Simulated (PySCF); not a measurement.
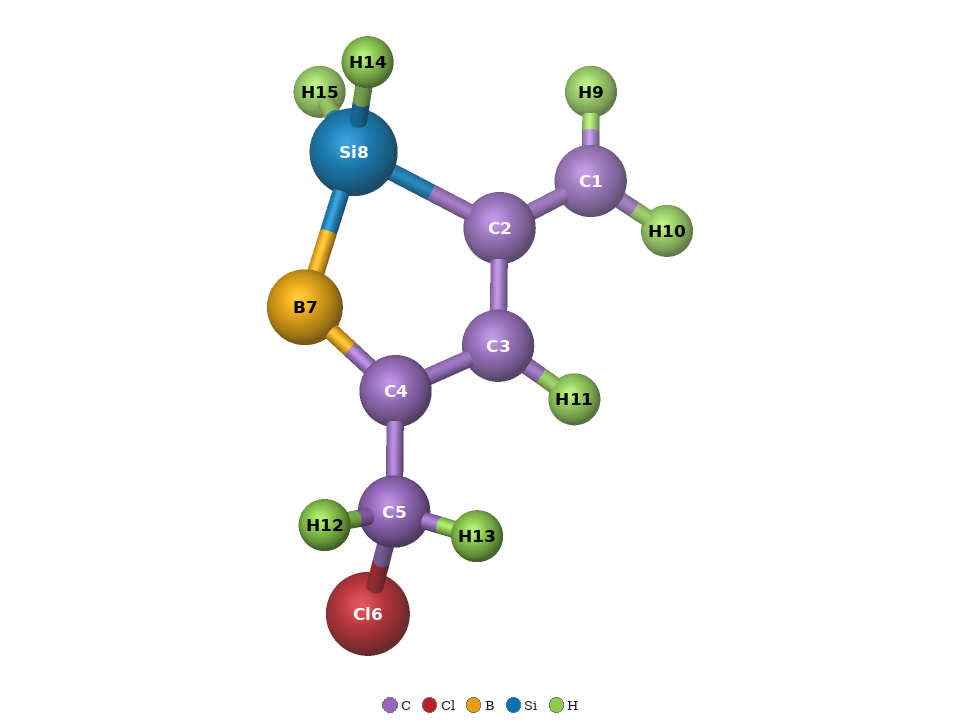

Charge 0, doublet. Computed geometry: GFN2-xTB optimisation. No frequency run is at hand to confirm it as a minimum. Properties computed with UKS B3LYP, pcH-1 on B C Cl H Si, non-relativistic (PySCF 2.14.0).

Give the isotropic hyperfine couplings (Fermi-contact term alone) of C1, C2, C3, C4, C5, Cl6, B7, Si8, H9, H10, H11, H12, H13, H14, H15.

| atom | isotope | a_iso (MHz) |
| --- | --- | --- |
| C1 | 13C | 17.7 |
| C2 | 13C | 11.0 |
| C3 | 13C | 48.7 |
| C4 | 13C | −6.8 |
| C5 | 13C | 14.1 |
| Cl6 | 35Cl | −3.0 |
| B7 | 11B | 237.5 |
| Si8 | 29Si | −53.2 |
| H9 | 1H | −9.2 |
| H10 | 1H | −4.8 |
| H11 | 1H | −3.3 |
| H12 | 1H | −1.1 |
| H13 | 1H | −2.9 |
| H14 | 1H | 11.2 |
| H15 | 1H | 0.6 |

The geometry is semi-empirical. Around B, Si such bond lengths and angles can be off by a tenth of an ångström or more and by several degrees, and values that hang on the shape move with them.
